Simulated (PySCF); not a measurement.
```xyz
2

Zr    0.0000    0.0000   -1.0946
Se    0.0000    0.0000    1.2314
```

Core potentials replace the inner electrons of Zr.

Theory: PBE0/def2-TZVPP, non-relativistic Hamiltonian with scalar-relativistic core potentials where named, at a bond length of 2.326 Å (PySCF).

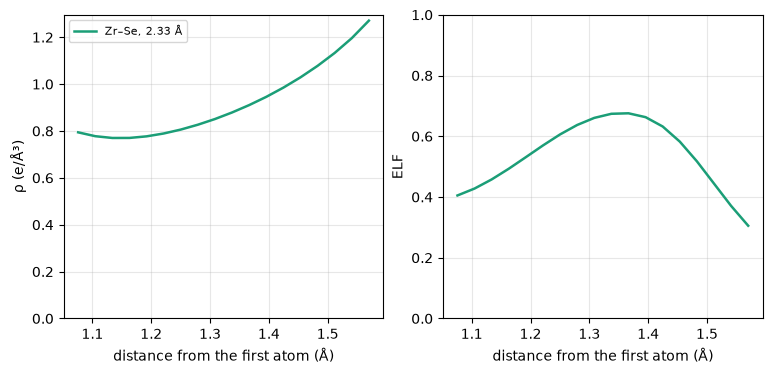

ZrSe (triplet). Electron density and ELF along straight lines between neighbouring atoms. The curves leave out the atomic cores.

**What can be read from the curves?**

Zr–Se (2.33 Å): the density is about 0.77 e/Å³ at the midpoint; the ELF peaks at about 0.70 in the valence shell of Se, 1.0 Å from its nucleus, and is about 0.50 at the midpoint.
